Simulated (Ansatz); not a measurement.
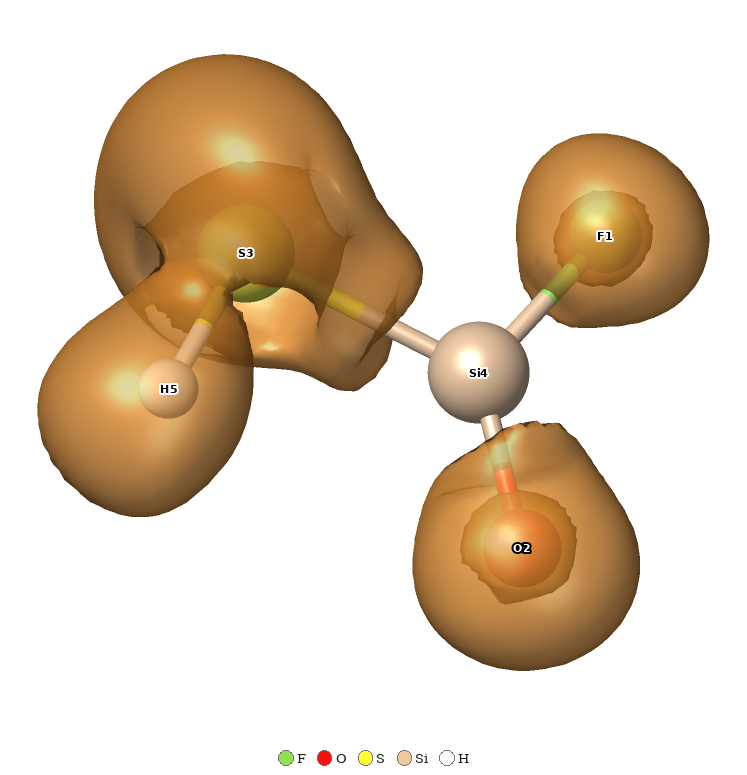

Figure. FHOSSi (SMILES O=[Si](F)S). Isosurface of the ELF at 0.75 (orange), seen at a tilt. Only the valence region is drawn (cores and ρ < 0.01 e/Å³ removed).

Geometry: r2SCAN-D4/def2-SVP.

Level of theory: isolated molecule in a Gaussian basis; Kohn-Sham density functional theory, functional PBE0 (Ansatz 0.2.0).

Input

```
crystal:
  periodic: [false, false, false]
  atoms:
    - {symbol: F, position_ang: [2.024970, 1.570619, 2.574238]}
    - {symbol: O, position_ang: [-0.009101, 3.469130, 2.902111]}
    - {symbol: S, position_ang: [1.643075, 3.096434, 0.099188]}
    - {symbol: Si, position_ang: [1.067239, 2.761814, 2.083522]}
    - {symbol: H, position_ang: [0.728379, 4.083904, -0.047086]}
basis:
  gaussian:
    orbitals: def2-TZVPD
magnetization:
  spin_polarized: false
hamiltonian:
  xc: {name: PBE0}
output:
  forces: true
  orbitals: {seedname: orbitals}
```

Launched as:

```sh
ansatz run input.yaml --threads 1 --pin off --max-ram 2610MiB --events-out events.jsonl --progress --plain --runs-dir runs
```

**Describe the localisation domains.**

The surface consists of one region wrapped around F (its lone pairs, merged into a ring or cap), one region wrapped around O (its lone pairs, merged into a ring or cap) and one joined region spread over several atoms (H, S), in which their bonds and any lone pairs are merged. Along the contacts the grid gives the following. Si–O (1.53 Å): the ELF peaks at about 0.80 in the valence shell of O, 0.6 Å from its nucleus, and is about 0.50 at the midpoint. Si–F (1.61 Å): the ELF peaks at about 0.85 in the valence shell of F, 0.6 Å from its nucleus, and is about 0.50 at the midpoint.
